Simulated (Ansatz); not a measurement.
# Calculations on BH2F

## 1. Relaxation

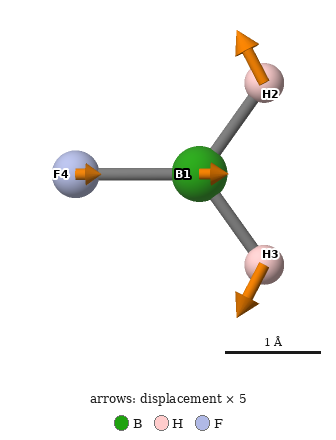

This is a relaxation of BH2F. The starting structure is drawn; orange arrows show the displacements, magnified 5 times. The two geometries are superimposed by the best rigid fit.

The picture is a ball-and-stick view, seen face on.

The run prepares an end point of a later path (reaction) calculation, from a guessed geometry.

All numbers below come from Ansatz 0.2.0, RKS PBE0-D4/def2-SVP.

Input
```yaml
crystal:
  periodic: [false, false, false]
  atoms:
    - { symbol: B, position_ang: [0.261958, 0.0, 0.151259] }
    - { symbol: H, position_ang: [0.376043, 0.0, 1.32281] }
    - { symbol: H, position_ang: [1.333614, 0.0, -0.33567] }
    - { symbol: F, position_ang: [-0.871716, 0.0, -0.503299] }
basis:
  gaussian: { orbitals: def2-SVP }
hamiltonian:
  xc: pbe0
  dispersion: d4
relax:
  f_tol: 0.03
  max_steps: 50
```

Command:
```bash
ansatz run input.yaml --threads 1 --pin off --max-ram 2048MiB --backend cpu --events-out ev --progress --plain --runs-dir out
```

**Describe the change and its energy.**

The largest moves after the best rigid fit, 0.13 Å, are those of H2 and H3. Largest moves by element: H 0.13 Å, B 0.06 Å, F 0.06 Å. Among the contacts that change: B1–H2 1.177 → 1.209 Å, B1–F4 1.309 → 1.316 Å. Among the angles between lasting bonds that change: H2–B1–H3 108.9° → 124.4°, H2–B1–F4 125.6° → 117.8°. The energy falls by 17.1 kJ/mol in 4 accepted moves (5 points after the start). Largest force component: 1.3 eV/Å at the start, 0.0014 eV/Å at the end. The line search rejected the trial step at point 2 of the run. Cost: 2.1 s on 1 thread of Intel(R) Xeon(R) 6975P-C (Granite Rapids), with other jobs on the host, peak memory 0.11 GiB.

## 2. Relaxation

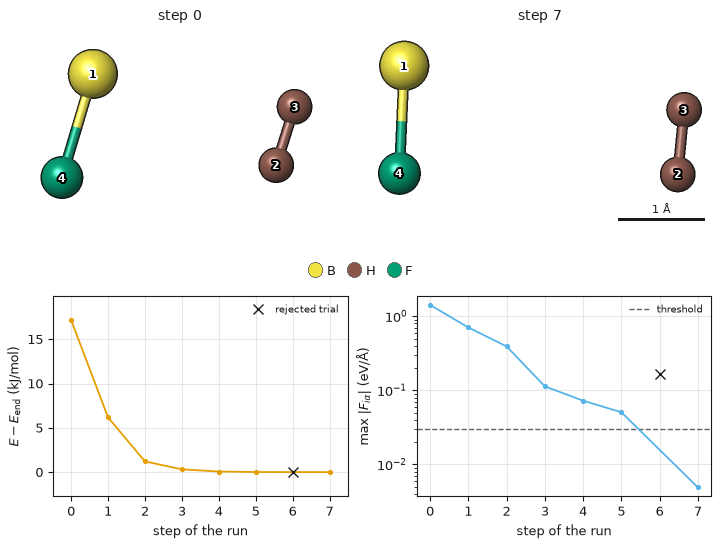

First and last geometry of a relaxation of BH$_{2}$F, with the history of the run. The picture is a ball-and-stick view, seen face on.

The run prepares an end point of a later path (reaction) calculation, from a guessed geometry.

Theory: RKS PBE0-D4/def2-SVP (Ansatz).

Input file:
```yaml
crystal:
  periodic: [false, false, false]
  atoms:
    - { symbol: B, position_ang: [-0.21651, 2.8e-05, -0.972647] }
    - { symbol: H, position_ang: [0.975431, 4.6e-05, 1.110709] }
    - { symbol: H, position_ang: [1.533856, -4.7e-05, 0.661188] }
    - { symbol: F, position_ang: [-1.192877, -2.7e-05, -0.16415] }
basis:
  gaussian: { orbitals: def2-SVP }
hamiltonian:
  xc: pbe0
  dispersion: d4
relax:
  f_tol: 0.03
  max_steps: 50
```

Command:
```bash
ansatz run input.yaml --threads 1 --pin off --max-ram 2048MiB --backend cpu --events-out ev --progress --plain --runs-dir out
```

> Did the run converge, and what did it change?

It converged. The energy falls by 17.2 kJ/mol in 6 accepted moves (7 points after the start). The largest force component goes from 1.4 to 0.0049 eV/Å. The line search rejected the trial step at point 6 of the run. The largest move after the best rigid fit is that of B1, 0.58 Å. Largest moves by element: B 0.58 Å, H 0.50 Å, F 0.27 Å. Among the contacts that change: H2–H3 0.717 → 0.761 Å, B1–F4 1.268 → 1.263 Å.

Limits of the set-up: the start holds two separate molecules, 2.4 Å apart at their closest, whose relative position is a soft coordinate.

## 3. Path

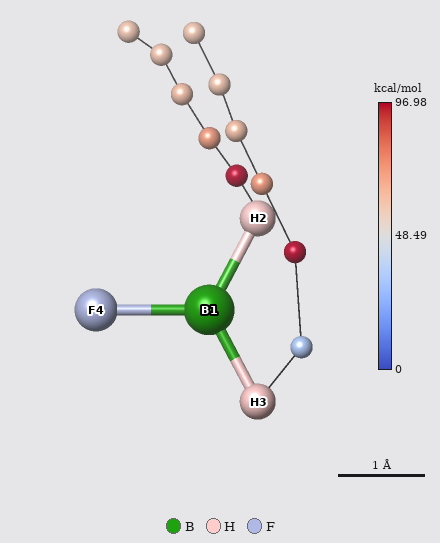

NEB run on BH2F. Images are numbered from 0 (start) to 6 (end). The start is drawn whole; smaller spheres mark the moving atoms (H) in the later images, joined by lines and coloured by the energy of the image relative to the start. A ball-and-stick model, seen at a tilt.

The calculation used Ansatz, RKS PBE0-D4/def2-SVP. Set-up: 5 movable images; climbing image; force threshold 0.05 eV/Å; iteration limit 60; starting path through a guess of the saddle point.

Q: Describe the path and its energy.

A: Breaking: B1–H2 (1.21 → 1.62 at the top → 3.45 Å), B1–H3 (1.21 → 1.23 at the top → 3.32 Å). Forming: H2–H3 (2.14 → 1.12 at the top → 0.76 Å). Forward barrier 97.0 kcal/mol, backward barrier 35.9 kcal/mol, with image 2 at the top; the reaction energy is +61.1 kcal/mol. The band converged in 14 iterations. The largest component of the band force went from 36 to 0.028 eV/Å. The climbing image converged on the top of the path. Its vibrational analysis gives one imaginary mode (1549i cm⁻¹), as a transition state must have.
